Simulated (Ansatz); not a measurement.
System: SnGe2O3.

Input file:

```
crystal:
  lattice:
    - [3.1971158671, -0.0393571497, -0.0070577852]
    - [-1.6326422296, 2.8000726042, 0.000727731]
    - [-0.0205996557, -0.0094405882, 9.2348649026]
  atoms:
    - { symbol: Sn, position: [-0.0248142994, -0.092651631, 0.0127715976] }
    - { symbol: Ge, position: [0.3467097583, 0.7808319638, 0.6682503676] }
    - { symbol: Ge, position: [0.6276852623, 0.3809105795, 0.3493301538] }
    - { symbol: O, position: [0.3882517568, 0.6468128406, 0.2706912763] }
    - { symbol: O, position: [0.6137789009, 0.405368829, 0.7391369592] }
    - { symbol: O, position: [0.018732079, 0.0498449714, 0.5070384162] }
kpoints:
  mp_grid: { grid: [6, 6, 2] }
hamiltonian:
  xc: pbesol
scf:
  occupations: { method: fermi_dirac, width: 0.05 }
relax:
  f_tol: 0.01
  cell: {}
  max_steps: 120
output:
  write_density: true
  write_potential: true
  elf: true
  volumetric_format: npy
```

Launched as:

```sh
ansatz run input.yaml --threads 2 --pin off --max-ram 2211MiB --backend cpu --events-out ev --progress --plain --runs-dir out
```

Below, planes, directions and counts refer to the standardised cell (a = 3.04 Å, b = 3.04 Å, c = 33.42 Å, α = 89.92°, β = 90.00°, γ = 119.99°).

The fields are those of the run's last geometry, not of the input's.

Space group Cm; a structure from a database of computed crystals, not necessarily the ambient phase; started from the CaSm2S3-164 prototype, which need not be the ambient phase; changed on purpose from its base cell (shaken).

Method: DFT, PBEsol, plane waves, PAW in Ansatz 0.2.0.

What will maps of the valence pseudo-density and electron localisation function show?

Answer. Sn–O (2.47 Å): ρ is about 0.29 e/Å³ halfway; the ELF is about 0.15 at the midpoint: no localised pair shows between them.
Sn–O (2.54 Å): ρ at the midpoint is about 0.26 e/Å³; the ELF is about 0.15 at the midpoint; no localised pair shows between them.

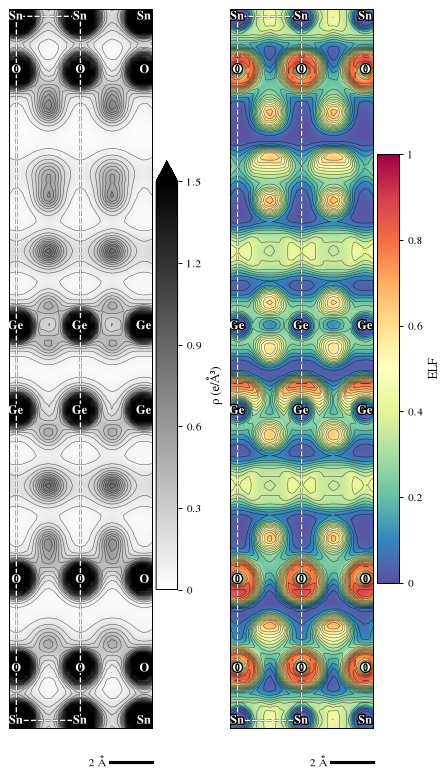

Computed valence pseudo-density and electron localisation function on the (010) plane of the standardised cell, in this order. Atoms just off the plane (Sn, 0.9 Å away, Ge, 0.9 Å away and O, 0.9 Å away) can leave unmarked features too.

Core electrons are frozen (PAW), and the valence fields are smoothed inside the atomic spheres.
